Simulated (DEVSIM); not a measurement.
Structure: Si p-i-n diode, at 300 K.

| layer (left to right) | material | thickness (μm) | Nd (cm⁻³) | Na (cm⁻³) | τn (s) | τp (s) |
|---|---|---|---|---|---|---|
| 1 | Si | 0.330 | - | 1.3e19 | 0.00013 | 0.00013 |
| 2 | Si | 0.490 | 1.7e11 | - | 0.00013 | 0.00013 |
| 3 | Si | 0.520 | 7.3e17 | - | 0.00013 | 0.00013 |

Left contact: ohmic. Right contact: ohmic. Voltage is applied to the left contact. Recombination: SRH at mid-gap. Mobility is μmin + (μ − μmin)/(1 + (N/Nref)^α).

This is a model device: material constants are rounded textbook-type values typed into the input, and sizes, dopings and lifetimes were drawn at random. Values at 300 K.

```tsv
parameter	Si
gap (eV)	1.124
affinity (eV)	4.05
permittivity	11.7
Nc (cm⁻³)	2.86e19
Nv (cm⁻³)	3.1e19
μn (cm²/Vs)	1417
μp (cm²/Vs)	470
μn,min	52
μp,min	45
Nref,n	9.7e16
Nref,p	2.2e17
αn	0.68
αp	0.72
```

Simulated with DEVSIM: 1D drift-diffusion, Boltzmann statistics, complete ionisation; no tunnelling, impact ionisation, image-force lowering or self-heating.

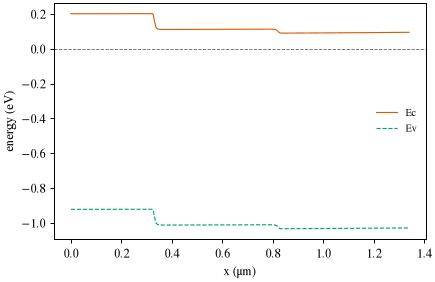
Band edges at 0.9 V on the left contact

Energies count from the Fermi level of the right contact; mesh points crowd at the junctions.

```json
[
 {"x (μm)": "0.000", "Ec (eV)": "0.202", "Ev (eV)": "-0.922", "n (cm⁻³)": "< 1e2", "p (cm⁻³)": "1.3e19", "field (V/cm)": "17"},
 {"x (μm)": "0.02103", "Ec (eV)": "0.202", "Ev (eV)": "-0.922", "n (cm⁻³)": "7.4e14", "p (cm⁻³)": "1.3e19", "field (V/cm)": "17"},
 {"x (μm)": "0.05770", "Ec (eV)": "0.202", "Ev (eV)": "-0.922", "n (cm⁻³)": "2.0e15", "p (cm⁻³)": "1.3e19", "field (V/cm)": "17"},
 {"x (μm)": "0.1216", "Ec (eV)": "0.202", "Ev (eV)": "-0.922", "n (cm⁻³)": "4.2e15", "p (cm⁻³)": "1.3e19", "field (V/cm)": "17"},
 {"x (μm)": "0.2394", "Ec (eV)": "0.202", "Ev (eV)": "-0.922", "n (cm⁻³)": "8.3e15", "p (cm⁻³)": "1.3e19", "field (V/cm)": "16"},
 {"x (μm)": "0.2901", "Ec (eV)": "0.202", "Ev (eV)": "-0.922", "n (cm⁻³)": "1.0e16", "p (cm⁻³)": "1.3e19", "field (V/cm)": "16"},
 {"x (μm)": "0.3192", "Ec (eV)": "0.202", "Ev (eV)": "-0.922", "n (cm⁻³)": "1.1e16", "p (cm⁻³)": "1.3e19", "field (V/cm)": "-16"},
 {"x (μm)": "0.3433", "Ec (eV)": "0.114", "Ev (eV)": "-1.010", "n (cm⁻³)": "3.4e17", "p (cm⁻³)": "4.4e17", "field (V/cm)": "-7100"},
 {"x (μm)": "0.3753", "Ec (eV)": "0.111", "Ev (eV)": "-1.013", "n (cm⁻³)": "3.8e17", "p (cm⁻³)": "3.8e17", "field (V/cm)": "31"},
 {"x (μm)": "0.4378", "Ec (eV)": "0.111", "Ev (eV)": "-1.012", "n (cm⁻³)": "3.8e17", "p (cm⁻³)": "3.8e17", "field (V/cm)": "39"},
 {"x (μm)": "0.5454", "Ec (eV)": "0.112", "Ev (eV)": "-1.012", "n (cm⁻³)": "3.7e17", "p (cm⁻³)": "3.7e17", "field (V/cm)": "40"},
 {"x (μm)": "0.7012", "Ec (eV)": "0.113", "Ev (eV)": "-1.012", "n (cm⁻³)": "3.7e17", "p (cm⁻³)": "3.7e17", "field (V/cm)": "41"},
 {"x (μm)": "0.7659", "Ec (eV)": "0.113", "Ev (eV)": "-1.011", "n (cm⁻³)": "3.6e17", "p (cm⁻³)": "3.6e17", "field (V/cm)": "41"},
 {"x (μm)": "0.8018", "Ec (eV)": "0.113", "Ev (eV)": "-1.011", "n (cm⁻³)": "3.6e17", "p (cm⁻³)": "3.6e17", "field (V/cm)": "-560"},
 {"x (μm)": "0.8278", "Ec (eV)": "0.092", "Ev (eV)": "-1.032", "n (cm⁻³)": "8.2e17", "p (cm⁻³)": "1.5e17", "field (V/cm)": "-3900"},
 {"x (μm)": "0.8556", "Ec (eV)": "0.090", "Ev (eV)": "-1.034", "n (cm⁻³)": "8.7e17", "p (cm⁻³)": "1.4e17", "field (V/cm)": "77"},
 {"x (μm)": "0.9057", "Ec (eV)": "0.091", "Ev (eV)": "-1.033", "n (cm⁻³)": "8.5e17", "p (cm⁻³)": "1.2e17", "field (V/cm)": "84"},
 {"x (μm)": "0.9963", "Ec (eV)": "0.091", "Ev (eV)": "-1.033", "n (cm⁻³)": "8.3e17", "p (cm⁻³)": "1.0e17", "field (V/cm)": "89"},
 {"x (μm)": "1.176", "Ec (eV)": "0.093", "Ev (eV)": "-1.031", "n (cm⁻³)": "7.8e17", "p (cm⁻³)": "4.9e16", "field (V/cm)": "100"},
 {"x (μm)": "1.261", "Ec (eV)": "0.094", "Ev (eV)": "-1.030", "n (cm⁻³)": "7.5e17", "p (cm⁻³)": "2.4e16", "field (V/cm)": "110"},
 {"x (μm)": "1.310", "Ec (eV)": "0.094", "Ev (eV)": "-1.030", "n (cm⁻³)": "7.4e17", "p (cm⁻³)": "9.1e15", "field (V/cm)": "110"},
 {"x (μm)": "1.340", "Ec (eV)": "0.095", "Ev (eV)": "-1.029", "n (cm⁻³)": "7.3e17", "p (cm⁻³)": "160", "field (V/cm)": "110"}
]
```
